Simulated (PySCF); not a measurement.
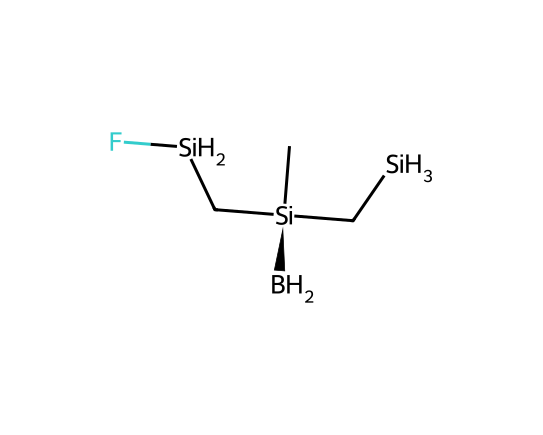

Computed geometry: GFN2-xTB optimisation. No frequency run is at hand to confirm it as a minimum. Properties computed with PBE0/pcSseg-1, gas phase (PySCF 2.14.0).

What does the calculation give?

The species is C₃H₁₄BFSi₃ (`B[Si@@](C)(C[SiH3])C[SiH2]F`).
- dipole moment: 2.42 D
- HOMO energy (Kohn–Sham orbital): −8.11 eV
- LUMO energy (Kohn–Sham orbital): −2.62 eV
- HOMO–LUMO gap: 5.49 eV

The geometry is semi-empirical. Around B, Si such bond lengths and angles can be off by a tenth of an ångström or more and by several degrees, and values that hang on the shape move with them.
